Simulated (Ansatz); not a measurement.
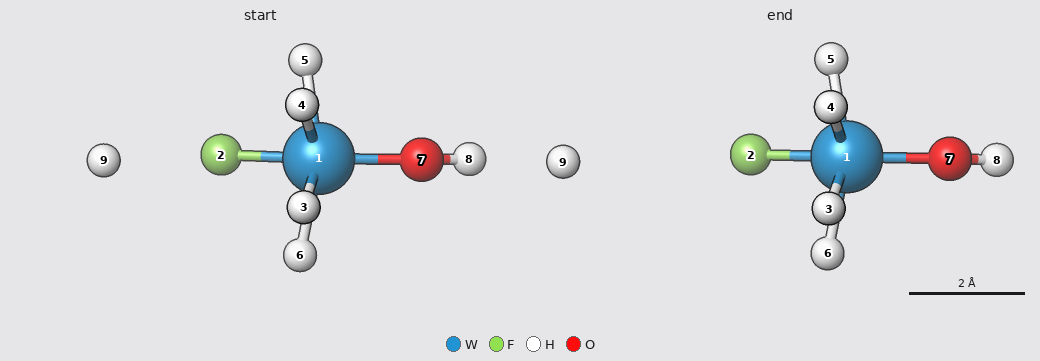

The structure of WH₆OF (multiplicity 2) before (left) and after (right) a relaxation, at one scale.

A ball-and-stick model, seen face on.

The run prepares an end point of a later path (reaction) calculation, from a guessed geometry.

All numbers below come from UKS PBE0/def2-SVP in Ansatz 0.2.0. Set-up: collinear spin; force threshold 0.03 eV/Å; at most 50 steps.

Question: Describe what moved and what it gained.

Answer: The energy falls by 8.12 kJ/mol in 9 geometry steps. The largest force component goes from 0.28 to 0.02 eV/Å. The largest move after the best rigid fit is that of H9, 1.06 Å. By element the largest moves are H 1.06 Å, F 0.18 Å, O 0.15 Å, W 0.15 Å. Some distances before and after: W1–H6 1.762 → 1.751 Å, W1–F2 1.857 → 1.866 Å. Bond angles that change, for instance: H3–W1–H6 70.1° → 65.7°, H4–W1–H6 132.4° → 128.1°, H4–W1–H5 62.3° → 66.2°.
